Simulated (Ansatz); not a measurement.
## CuGe16: molecular dynamics (part 5 of 5)

Continued. System: CuGe16 (defect cell, 17 atoms in the cell). Method: DFT PBE, scalar-relativistic, plane waves, PAW, PAW set soft_1, no spin polarisation (Ansatz 0.2.0); cutoff 420 eV, 2×2×2 k-mesh, Fermi–Dirac smearing of 0.05 eV. It belongs to a series of runs on one base structure; here: dynamics from the start.

Geometry of the input (Å; fractional positions):
```
0.0000  5.6600  5.6600
5.6600  0.0000  5.6600
5.6600  5.6600  0.0000
Ge -0.0040  0.0014  0.0013
Ge 0.1229  0.1271  0.1271
Ge 0.0013  -0.0039  0.5013
Ge 0.1229  0.1271  0.6229
Ge 0.0014  0.5013  -0.0040
Ge 0.1229  0.6229  0.1271
Ge 0.0014  0.5014  0.5014
Ge 0.1251  0.6250  0.6250
Ge 0.5012  0.0012  0.0012
Ge 0.6248  0.1250  0.1250
Ge 0.5013  0.0013  0.4963
Ge 0.6271  0.1271  0.6229
Ge 0.5013  0.4961  0.0013
Ge 0.6271  0.6229  0.1271
Ge 0.4962  0.5013  0.5013
Ge 0.6271  0.6229  0.6229
Cu 0.3740  0.8748  0.8752
```

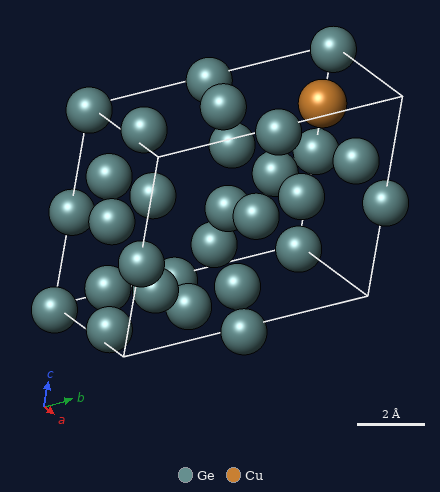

Fig. 1: The geometry at step 106 of the log (spheres-only view of the cell of the calculation, seen slightly off an axis).

### Trajectory as extended XYZ, continued
```
17
Lattice="0.0000 5.6600 5.6600 5.6600 0.0000 5.6600 5.6600 5.6600 0.0000" Properties=species:S:1:pos:R:3:forces:R:3 step=92 time_fs=414.0 energy=-75339.43506 temperature=469.6
Ge   -0.1625    0.4198    0.3350    0.3491   0.1965  -0.4457
Ge    1.3313    1.9520    2.0823   -0.0466  -0.6218  -0.2842
Ge    2.5544    2.6404   -0.0307    0.9598  -0.6016   0.3544
Ge    4.4596    3.9410    0.9292   -1.2795   0.7425  -0.2943
Ge    2.5897   -0.1756    2.9673   -0.2072   0.1892  -0.3517
Ge    4.3039    1.2966    3.9448   -0.4926   0.0027   0.5467
Ge    5.6405    2.4150    2.2150    1.2339  -0.8971   0.8382
Ge    6.7810    3.7420    4.0617    0.8520  -0.9189  -1.9583
Ge    0.3190    3.5226    3.8125   -0.0371   0.3674   0.0812
Ge    2.3405    5.5544    5.3606   -0.3021  -0.2165  -0.4138
Ge    2.9478    5.4345    2.6080    0.4005  -0.1680  -0.1473
Ge    4.5394    7.0841    4.1211   -0.6472   0.3545   0.3566
Ge    2.3767    2.6208    5.0861    0.8897   0.5412  -0.6208
Ge    3.8754    4.0623    7.0006    0.0590   0.7735  -0.8303
Ge    5.5118    5.1636    5.2644   -1.2446   1.0075   1.9206
Ge    7.1933    6.5640    6.4960   -0.4833  -0.4534   1.2165
Cu    9.9032    7.4848    7.4637   -0.0038  -0.2979   0.0321
17
Lattice="0.0000 5.6600 5.6600 5.6600 0.0000 5.6600 5.6600 5.6600 0.0000" Properties=species:S:1:pos:R:3:forces:R:3 step=95 time_fs=427.5 energy=-75339.75799 temperature=623.9
Ge   -0.1418    0.4243    0.3524    0.0682   0.0766  -0.5470
Ge    1.3479    1.9501    2.1008   -0.1133  -0.6834  -0.3883
Ge    2.5791    2.6602    0.0058    0.4120  -0.7877  -0.1914
Ge    4.3926    3.9479    0.9775   -0.6264   1.0599  -0.2052
Ge    2.6050   -0.1707    2.9375   -0.0975   0.3268  -0.1481
Ge    4.3059    1.3484    3.9390   -0.5055  -0.2509   0.6742
Ge    5.6623    2.4287    2.2036    1.0148  -1.0317   0.5576
Ge    6.8338    3.7015    3.9694    0.2669   0.2058  -0.4176
Ge    0.3572    3.5347    3.8158   -0.3345   0.4678  -0.0899
Ge    2.3101    5.5210    5.3468   -0.1134  -0.0248  -0.4582
Ge    2.9919    5.4483    2.6064    0.2996  -0.2211   0.1654
Ge    4.5595    7.0968    4.1234   -0.6266   0.2696   0.3254
Ge    2.3212    2.6158    5.0642    0.9798   0.0425  -0.2603
Ge    3.8180    4.0516    6.9766    0.1949   0.7342  -0.8487
Ge    5.5055    5.1680    5.3227   -0.5050   0.0172   0.8034
Ge    7.1948    6.5166    6.5500   -0.4081   0.0114   0.7508
Cu    9.8558    7.4782    7.4201    0.0941  -0.2124   0.2777
17
Lattice="0.0000 5.6600 5.6600 5.6600 0.0000 5.6600 5.6600 5.6600 0.0000" Properties=species:S:1:pos:R:3:forces:R:3 step=98 time_fs=441.0 energy=-75339.81617 temperature=652.3
Ge   -0.1195    0.4308    0.3567   -0.2327  -0.0079  -0.5512
Ge    1.3617    1.9318    2.1099   -0.2090  -0.5975  -0.4673
Ge    2.6135    2.6612    0.0375   -0.2803  -0.8720  -0.8293
Ge    4.3114    3.9794    1.0212    0.5537   0.8058   0.1166
Ge    2.6181   -0.1580    2.9043    0.0170   0.3542   0.0851
Ge    4.2961    1.3944    3.9491   -0.3282  -0.4235   0.6092
Ge    5.7074    2.4183    2.2050    0.1430  -0.7386  -0.0103
Ge    6.8941    3.6652    3.8669    0.1763   0.9526   1.0661
Ge    0.3874    3.5579    3.8169   -0.5907   0.4698  -0.2929
Ge    2.2769    5.4868    5.3218    0.0491   0.1332  -0.5765
Ge    3.0430    5.4569    2.6090    0.0509  -0.1667   0.6105
Ge    4.5646    7.1160    4.1338   -0.4958   0.1398   0.3567
Ge    2.2893    2.6118    5.0361    0.9694  -0.4800   0.1914
Ge    3.7652    4.0583    6.9324    0.2921   0.4686  -0.6840
Ge    5.4865    5.1739    5.4008   -0.0002  -0.4799  -0.2196
Ge    7.1866    6.4693    6.6221   -0.2533   0.4131   0.1942
Cu    9.8108    7.4661    7.3839    0.1388   0.0289   0.4014
17
Lattice="0.0000 5.6600 5.6600 5.6600 0.0000 5.6600 5.6600 5.6600 0.0000" Properties=species:S:1:pos:R:3:forces:R:3 step=100 time_fs=450.0 energy=-75339.70055 temperature=597.3
Ge   -0.1073    0.4352    0.3522   -0.4098  -0.0273  -0.4975
Ge    1.3682    1.9115    2.1098   -0.3019  -0.4282  -0.5055
Ge    2.6339    2.6502    0.0485   -0.5425  -0.8549  -1.0841
Ge    4.2628    4.0116    1.0514    1.2392   0.4019   0.1047
Ge    2.6268   -0.1449    2.8829    0.1124   0.2854   0.2149
Ge    4.2849    1.4195    3.9641   -0.1031  -0.5004   0.4663
Ge    5.7408    2.4010    2.2068   -0.5142  -0.4214  -0.1936
Ge    6.9367    3.6527    3.8105    0.2247   1.1473   1.6864
Ge    0.4000    3.5797    3.8140   -0.6564   0.3645  -0.3997
Ge    2.2552    5.4656    5.2976    0.1192   0.2230  -0.6786
Ge    3.0782    5.4603    2.6183   -0.2159  -0.0255   0.9635
Ge    4.5611    7.1308    4.1455   -0.3773   0.0669   0.3955
Ge    2.2811    2.6035    5.0192    0.8460  -0.6849   0.4231
Ge    3.7338    4.0695    6.8934    0.3012   0.2281  -0.4697
Ge    5.4731    5.1721    5.4514    0.2307  -0.4898  -0.7239
Ge    7.1775    6.4427    6.6736   -0.1021   0.4968  -0.1270
Cu    9.7830    7.4580    7.3658    0.1498   0.2185   0.4251
17
Lattice="0.0000 5.6600 5.6600 5.6600 0.0000 5.6600 5.6600 5.6600 0.0000" Properties=species:S:1:pos:R:3:forces:R:3 step=103 time_fs=463.5 energy=-75339.52739 temperature=514.3
Ge   -0.0977    0.4411    0.3358   -0.5759  -0.0337  -0.3425
Ge    1.3715    1.8732    2.0994   -0.4711  -0.0518  -0.5503
Ge    2.6536    2.6171    0.0433   -0.4822  -0.5706  -1.0208
Ge    4.2160    4.0661    1.0975    1.6990  -0.4328  -0.3506
Ge    2.6427   -0.1198    2.8555    0.3004   0.0976   0.3386
Ge    4.2670    1.4470    3.9953    0.3280  -0.6116   0.1094
Ge    5.7790    2.3680    2.2063   -1.1827   0.2550   0.0677
Ge    7.0049    3.6567    3.7605    0.0728   0.9976   1.9132
Ge    0.4059    3.6190    3.8015   -0.5628   0.0447  -0.4485
Ge    2.2251    5.4384    5.2474    0.1542   0.3119  -0.7644
Ge    3.1255    5.4656    2.6527   -0.6296   0.2569   1.3697
Ge    4.5487    7.1544    4.1710   -0.1533   0.0293   0.4437
Ge    2.2848    2.5771    5.0029    0.3941  -0.7050   0.6205
Ge    3.6926    4.0901    6.8265    0.2017  -0.0900  -0.0642
Ge    5.4584    5.1601    5.5116    0.5582  -0.2629  -1.2274
Ge    7.1625    6.4124    6.7474    0.1963   0.3247  -0.4999
Cu    9.7446    7.4516    7.3483    0.1529   0.4406   0.4056
17
Lattice="0.0000 5.6600 5.6600 5.6600 0.0000 5.6600 5.6600 5.6600 0.0000" Properties=species:S:1:pos:R:3:forces:R:3 step=106 time_fs=477.0 energy=-75339.52824 temperature=514.8
Ge   -0.1017    0.4462    0.3112   -0.5472  -0.0768  -0.1469
Ge    1.3635    1.8337    2.0756   -0.5952   0.2999  -0.5543
Ge    2.6620    2.5707    0.0141   -0.2008  -0.0746  -0.5768
Ge    4.2091    4.1105    1.1354    1.4967  -1.0593  -0.7456
Ge    2.6657   -0.0924    2.8360    0.4644  -0.1065   0.3525
Ge    4.2569    1.4597    4.0289    0.7039  -0.6784  -0.3154
Ge    5.7896    2.3413    2.2079   -1.2946   0.9731   0.6133
Ge    7.0742    3.6842    3.7558   -0.4153   0.5465   1.5918
Ge    0.3984    3.6593    3.7783   -0.3525  -0.3532  -0.3680
Ge    2.1986    5.4187    5.1790    0.0636   0.3064  -0.6613
Ge    3.1582    5.4768    2.7193   -0.7562   0.3244   1.2200
Ge    4.5329    7.1788    4.2072    0.1725   0.0632   0.4156
Ge    2.2977    2.5341    5.0014   -0.2119  -0.4963   0.6791
Ge    3.6561    4.1089    6.7579    0.0519  -0.1993   0.2714
Ge    5.4571    5.1417    5.5426    0.8378  -0.0362  -1.4786
Ge    7.1521    6.3898    6.8095    0.4488   0.0605  -0.6800
Cu    9.7104    7.4570    7.3420    0.1342   0.5065   0.3832
17
Lattice="0.0000 5.6600 5.6600 5.6600 0.0000 5.6600 5.6600 5.6600 0.0000" Properties=species:S:1:pos:R:3:forces:R:3 step=109 time_fs=490.5 energy=-75339.71805 temperature=605.6
Ge   -0.1186    0.4494    0.2830   -0.3201  -0.1686   0.0601
Ge    1.3413    1.8011    2.0387   -0.5616   0.4879  -0.4776
Ge    2.6653    2.5223   -0.0288   -0.0533   0.3508   0.0247
Ge    4.2376    4.1304    1.1562    0.8605  -1.1129  -0.6022
Ge    2.6998   -0.0675    2.8249    0.4696  -0.2609   0.2431
Ge    4.2633    1.4562    4.0551    0.7668  -0.5743  -0.6390
Ge    5.7698    2.3373    2.2239   -0.8661   1.2625   0.8869
Ge    7.1334    3.7252    3.7893   -0.9312   0.1694   1.0735
Ge    0.3823    3.6911    3.7464   -0.1593  -0.6869  -0.2382
Ge    2.1732    5.4062    5.0953   -0.2026   0.1801  -0.1569
Ge    3.1734    5.4951    2.8137   -0.4031   0.0786   0.1844
Ge    4.5214    7.2046    4.2532    0.5909   0.0674   0.2280
Ge    2.3058    2.4792    5.0161   -0.6425  -0.2553   0.6389
Ge    3.6210    4.1234    6.6954    0.0198  -0.0683   0.3833
Ge    5.4757    5.1222    5.5383    0.8917   0.0705  -1.4133
Ge    7.1522    6.3691    6.8557    0.4437   0.0422  -0.5896
Cu    9.6799    7.4760    7.3465    0.0967   0.4178   0.3938
17
Lattice="0.0000 5.6600 5.6600 5.6600 0.0000 5.6600 5.6600 5.6600 0.0000" Properties=species:S:1:pos:R:3:forces:R:3 step=112 time_fs=504.0 energy=-75339.85668 temperature=671.9
Ge   -0.1430    0.4484    0.2563    0.0027  -0.2862   0.2954
Ge    1.3059    1.7800    1.9903   -0.3460   0.4913  -0.2790
Ge    2.6670    2.4819   -0.0711   -0.0812   0.5709   0.6269
Ge    4.2867    4.1239    1.1628    0.0843  -0.7925  -0.2575
Ge    2.7447   -0.0489    2.8195    0.2274  -0.3619   0.0370
Ge    4.2874    1.4393    4.0664    0.3554  -0.2737  -0.7045
Ge    5.7299    2.3629    2.2605    0.0030   0.9784   0.7680
Ge    7.1704    3.7708    3.8487   -1.2123   0.0589   0.4836
Ge    0.3623    3.7065    3.7086   -0.0181  -0.8920  -0.1359
Ge    2.1426    5.3978    5.0089   -0.6902  -0.0377   0.9103
Ge    3.1796    5.5154    2.9114    0.3376  -0.1437  -1.4754
Ge    4.5241    7.2319    4.3044    0.9745  -0.0392  -0.1078
Ge    2.2992    2.4179    5.0460   -0.6817  -0.0692   0.4513
Ge    3.5869    4.1363    6.6418    0.1729   0.1624   0.2730
Ge    5.5153    5.1043    5.5004    0.6458   0.1106  -1.0118
Ge    7.1624    6.3499    6.8879    0.1513   0.2654  -0.2870
Cu    9.6521    7.5066    7.3618    0.0746   0.2583   0.4134
17
Lattice="0.0000 5.6600 5.6600 5.6600 0.0000 5.6600 5.6600 5.6600 0.0000" Properties=species:S:1:pos:R:3:forces:R:3 step=114 time_fs=513.0 energy=-75339.83412 temperature=661.7
Ge   -0.1597    0.4440    0.2421    0.1605  -0.3504   0.4616
Ge    1.2773    1.7725    1.9541   -0.1381   0.4136  -0.0930
Ge    2.6671    2.4624   -0.0918   -0.1216   0.6007   0.9336
Ge    4.3218    4.1085    1.1632   -0.3958  -0.4987  -0.1492
Ge    2.7781   -0.0411    2.8167   -0.0573  -0.4150  -0.1086
Ge    4.3089    1.4238    4.0645   -0.0891  -0.0502  -0.5850
Ge    5.7019    2.3936    2.2955    0.6766   0.6127   0.5902
Ge    7.1793    3.8021    3.8957   -1.1751   0.0762   0.0478
Ge    0.3485    3.7051    3.6814    0.0379  -0.9657  -0.1063
Ge    2.1136    5.3921    4.9618   -1.0077  -0.1986   1.6304
Ge    3.1870    5.5274    2.9594    0.8671  -0.1587  -2.4186
Ge    4.5384    7.2498    4.3376    1.1143  -0.1384  -0.3304
Ge    2.2856    2.3759    5.0723   -0.5171   0.0322   0.2457
Ge    3.5662    4.1468    6.6099    0.3377   0.2891   0.1368
Ge    5.5508    5.0938    5.4610    0.3335   0.1750  -0.5785
Ge    7.1717    6.3403    6.9051   -0.1071   0.4103  -0.0804
Cu    9.6348    7.5312    7.3783    0.0813   0.1657   0.4038
17
Lattice="0.0000 5.6600 5.6600 5.6600 0.0000 5.6600 5.6600 5.6600 0.0000" Properties=species:S:1:pos:R:3:forces:R:3 step=117 time_fs=526.5 energy=-75339.80748 temperature=649.1
Ge   -0.1816    0.4305    0.2306    0.1531  -0.3436   0.6305
Ge    1.2324    1.7693    1.8985    0.1879   0.2320   0.2312
Ge    2.6648    2.4451   -0.1037   -0.0889   0.5543   1.0714
Ge    4.3652    4.0762    1.1606   -0.9320  -0.0870  -0.1914
Ge    2.8259   -0.0380    2.8099   -0.5560  -0.4575  -0.2659
Ge    4.3379    1.4001    4.0506   -0.6969   0.1641  -0.2269
Ge    5.6755    2.4507    2.3593    1.4866   0.0816   0.3253
Ge    7.1701    3.8503    3.9654   -0.6103  -0.0759  -0.6798
Ge    0.3286    3.6835    3.6385    0.0901  -0.9777  -0.1328
Ge    2.0500    5.3791    4.9243   -0.8799  -0.3577   1.7011
Ge    3.2165    5.5424    2.9821    1.1377  -0.0869  -2.5493
Ge    4.5822    7.2734    4.3804    0.9922  -0.2895  -0.5137
Ge    2.2556    2.3139    5.1159   -0.1449   0.2157  -0.1312
Ge    3.5425    4.1685    6.5644    0.5722   0.3379  -0.0521
Ge    5.6091    5.0823    5.3921   -0.3757   0.5023   0.3035
Ge    7.1828    6.3343    6.9297   -0.4574   0.4710   0.1489
Cu    9.6108    7.5717    7.4123    0.1222   0.1171   0.3311
17
Lattice="0.0000 5.6600 5.6600 5.6600 0.0000 5.6600 5.6600 5.6600 0.0000" Properties=species:S:1:pos:R:3:forces:R:3 step=120 time_fs=540.0 energy=-75339.83857 temperature=663.6
Ge   -0.2004    0.4089    0.2340   -0.1600  -0.1926   0.6222
Ge    1.1919    1.7716    1.8486    0.4270   0.0382   0.5535
Ge    2.6607    2.4412   -0.0905    0.1228   0.4775   0.7506
Ge    4.3867    4.0414    1.1533   -1.1056   0.1068  -0.2703
Ge    2.8604   -0.0458    2.7969   -0.9496  -0.4345  -0.3543
Ge    4.3507    1.3801    4.0315   -0.9886   0.2129   0.2116
Ge    5.6841    2.5102    2.4310    1.7377  -0.2437   0.0698
Ge    7.1472    3.8960    4.0188    0.4912  -0.5771  -1.3500
Ge    0.3110    3.6386    3.5922    0.2027  -0.7853  -0.1830
Ge    1.9667    5.3577    4.9258    0.0598  -0.3966   0.5890
Ge    3.2719    5.5551    2.9457    0.5934  -0.0856  -1.3367
Ge    4.6491    7.2900    4.4110    0.4056  -0.4150  -0.4893
Ge    2.2222    2.2573    5.1563    0.2250   0.4800  -0.4846
Ge    3.5324    4.1979    6.5179    0.6950   0.1904  -0.1400
Ge    5.6580    5.0835    5.3309   -1.2808   1.0722   1.3171
Ge    7.1830    6.3394    6.9578   -0.6599   0.3724   0.3036
Cu    9.5901    7.6158    7.4552    0.1844   0.1803   0.1907
```
